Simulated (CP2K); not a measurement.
# SiNH2ClF2 (SMILES N[Si](F)(F)Cl): PM6

What is the vertical electron affinity of SiNH2ClF2 at PM6? 

The results are computed with CP2K 2026.2.

3 further runs of the same task are left out: 3 set aside as unsound or not needed.

**1. The system as given**

SiNH2ClF2: 7 atoms, total charge 0, spin state singlet. SMILES: `N[Si](F)(F)Cl`. Geometry: relaxed at GFN2-xTB. This is one conformer, not always the lowest.

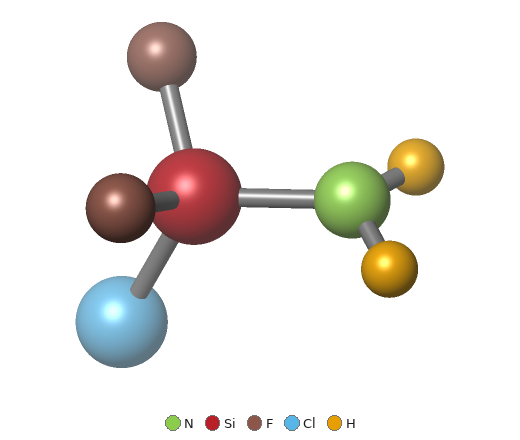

The structure, seen from a chosen angle (nitrogen green, silicon red, fluorine brown, chlorine blue, hydrogen amber).

**2. A single-point energy at PM6**

Input file molecule.xyz:

```xyz
7

N     -0.703470     0.545710     0.646060
Si     0.381010    -0.378900    -0.281440
F      1.591680    -0.785230     0.670480
F     -0.342260    -1.760230    -0.606320
Cl     1.114930     0.381790    -1.966390
H     -1.658510     0.663510     0.355300
H     -0.383380     1.333350     1.182310
```

Input file calc.inp:

```
&GLOBAL
  PROJECT calc
  RUN_TYPE ENERGY
  PRINT_LEVEL MEDIUM
&END GLOBAL

&FORCE_EVAL
  METHOD QS
  &DFT
    CHARGE 0
    MULTIPLICITY 1
    # Quickstep
    &QS
      METHOD PM6
      EPS_DEFAULT 1.0E-10
      &SE
        &COULOMB
          CUTOFF [angstrom] 50
          RC_RANGE [angstrom] 0
        &END COULOMB
        &EXCHANGE
          CUTOFF [angstrom] 50
          RC_RANGE [angstrom] 0
        &END EXCHANGE
      &END SE
    &END QS
    &POISSON
      PERIODIC NONE
      POISSON_SOLVER ANALYTIC
    &END POISSON
    # SCF settings
    &SCF
      SCF_GUESS ATOMIC
      EPS_SCF 1.0E-06
      MAX_SCF 150
      ADDED_MOS 4
      &DIAGONALIZATION
        ALGORITHM STANDARD
      &END DIAGONALIZATION
      &MIXING
        METHOD DIRECT_P_MIXING
        ALPHA 0.4
      &END MIXING
    &END SCF
    # extra output
    &PRINT
      &MOMENTS
        PERIODIC F
        REFERENCE COM
        MAX_MOMENT 1
      &END MOMENTS
      &MO ON
        ENERGIES T
        OCCUPATION_NUMBERS T
        NDIGITS 6
        &EACH
          QS_SCF 0
        &END EACH
        ADD_LAST NUMERIC
      &END MO
      &HIRSHFELD OFF
      &END HIRSHFELD
    &END PRINT
  &END DFT
  &SUBSYS
    &CELL
      ABC [angstrom] 19.3 19.1 19.1
      PERIODIC NONE
    &END CELL
    &TOPOLOGY
      COORD_FILE_NAME molecule.xyz
      COORD_FILE_FORMAT XYZ
      &CENTER_COORDINATES
      &END CENTER_COORDINATES
    &END TOPOLOGY
  &END SUBSYS
&END FORCE_EVAL
```

Launch:

```bash
$ OMP_NUM_THREADS=1 cp2k.psmp calc.inp > calc.out
```

Output:

```text
CP2K| version string:                                       CP2K version 2026.2
[...]
 GLOBAL| Method name                                                        CP2K
[...]
 GLOBAL| Run type                                                         ENERGY
[...]
                             - Atoms:                                          7
[...]
                             - Spherical basis functions:                     32
[...]
 Number of electrons:                                                         32
[...]
     1 P_Mix/Diag. 0.40E+00    0.0     0.72495704       -49.4995705951 -4.95E+01
[...]
    17 DIIS/Diag.  0.17E-06    0.0     0.00000019       -54.4936648363 -4.41E-12
  *** SCF run converged in    17 steps ***
  Core-core repulsion energy [eV]:                           2121.11898699089306
  Core Hamiltonian energy [eV]:                             -2466.55130802678286
  Two-electron integral energy [eV]:                        -2274.83142114852399
  Electronic energy [eV]:                                   -3603.96701860104440
  Total energy [eV]:                                        -1482.84803161015179
  Atomic reference energy [eV]:                              1472.11268404772886
  Heat of formation [kcal/mol]:                              -247.56301556968225
[...]
 SE_DIPOLE| Moment [Debye]          1.70502445      -3.01497269      -0.23406336
 SE_DIPOLE| Derivative [a.u.]       0.00000000       0.00000000       0.00000000
 ENERGY| Total FORCE_EVAL ( QS ) energy [hartree]            -54.493664836265765
[...]
```

Run time: 0.86 s. Hardware: 1 thread of AMD EPYC 9R45 (Zen 5), shared host; peak memory 0.19 GiB.

**3. The doublet anion at the same level**

molecule.xyz is that of step 2.

Input file molecule.inp:

```
&GLOBAL
    PROJECT_NAME molecule
    RUN_TYPE ENERGY
    PRINT_LEVEL MEDIUM
&END GLOBAL
&FORCE_EVAL
    METHOD QS
    &DFT
        CHARGE -1
        MULTIPLICITY 2
        UKS T
        &QS
            METHOD PM6
            EPS_DEFAULT 1.0E-10
            &SE
                &COULOMB
                    CUTOFF [angstrom] 50
                    RC_RANGE [angstrom] 0
                &END COULOMB
                &EXCHANGE
                    CUTOFF [angstrom] 50
                    RC_RANGE [angstrom] 0
                &END EXCHANGE
            &END SE
        &END QS
        &POISSON
            PERIODIC NONE
            POISSON_SOLVER ANALYTIC
        &END POISSON
        &SCF
            SCF_GUESS ATOMIC
            EPS_SCF 1.0E-06
            MAX_SCF 150
            &DIAGONALIZATION
                ALGORITHM STANDARD
            &END DIAGONALIZATION
            &MIXING
                METHOD DIRECT_P_MIXING
                ALPHA 0.4
            &END MIXING
        &END SCF
        &PRINT
            &MOMENTS
                PERIODIC F
                REFERENCE COM
                MAX_MOMENT 1
            &END MOMENTS
            &MO ON
                ENERGIES T
                OCCUPATION_NUMBERS T
                NDIGITS 6
                &EACH
                    QS_SCF 0
                &END EACH
                ADD_LAST NUMERIC
            &END MO
            &HIRSHFELD OFF
            &END HIRSHFELD
        &END PRINT
    &END DFT
    &SUBSYS
        &CELL
            ABC 19.3 19.1 19.1
            PERIODIC NONE
        &END CELL
        &TOPOLOGY
            COORD_FILE_NAME molecule.xyz
            COORD_FILE_FORMAT XYZ
            &CENTER_COORDINATES
            &END CENTER_COORDINATES
        &END TOPOLOGY
    &END SUBSYS
&END FORCE_EVAL
```

Launch:

```bash
$ OMP_NUM_THREADS=1 cp2k.psmp molecule.inp > molecule.out
```

Output:

```text
CP2K| version string:                                       CP2K version 2026.2
[...]
 GLOBAL| Method name                                                        CP2K
[...]
 GLOBAL| Run type                                                         ENERGY
[...]
                             - Atoms:                                          7
[...]
                             - Spherical basis functions:                     32
[...]
 Number of electrons:                                                         17
[...]
     1 P_Mix/Diag. 0.40E+00    0.0     0.45322818       -49.2143996305 -4.92E+01
[...]
    24 DIIS/Diag.  0.50E-06    0.0     0.00000095       -54.4938140441 -1.24E-12
  *** SCF run converged in    24 steps ***
  Core-core repulsion energy [eV]:                           2121.11898699089306
  Core Hamiltonian energy [eV]:                             -2502.07115001939928
  Two-electron integral energy [eV]:                        -2203.79985746693819
  Electronic energy [eV]:                                   -3603.97107875286792
  Total energy [eV]:                                        -1482.85209176197486
  Atomic reference energy [eV]:                              1472.11268404772886
  Heat of formation [kcal/mol]:                              -247.65664490242065
[...]
 SE_DIPOLE| Moment [Debye]          1.54167690      -2.17615236      -0.63049679
 SE_DIPOLE| Derivative [a.u.]       0.00000000       0.00000000       0.00000000
 ENERGY| Total FORCE_EVAL ( QS ) energy [hartree]            -54.493814044106294
[...]
```

Run time: 0.89 s. Hardware: 1 thread of AMD EPYC 9R45 (Zen 5), shared host; peak memory 0.19 GiB.

**4. Results**

At PM6:

| quantity | value |
| --- | --- |
| singlet SiNH2ClF2: total energy | -54.49366 Eh |
| singlet SiNH2ClF2: dipole moment | 3.47 D |
| singlet SiNH2ClF2: HOMO energy | -10.65 eV |
| singlet SiNH2ClF2: LUMO energy | 0.15 eV |
| singlet SiNH2ClF2: HOMO–LUMO gap | 10.80 eV |
| singlet SiNH2ClF2: heat of formation | -247.6 kcal/mol |
| doublet anion: total energy | -54.49381 Eh |
| doublet anion: HOMO energy (highest over α and β) | -0.17 eV |
| doublet anion: heat of formation | -247.7 kcal/mol |
| vertical electron affinity (to the doublet anion) | 0.004 eV |

What this shows: At fixed nuclei the extra electron is bound by 0.00 eV (0.1 kcal/mol). A minimal valence basis can't be trusted even for the sign of an electron affinity.
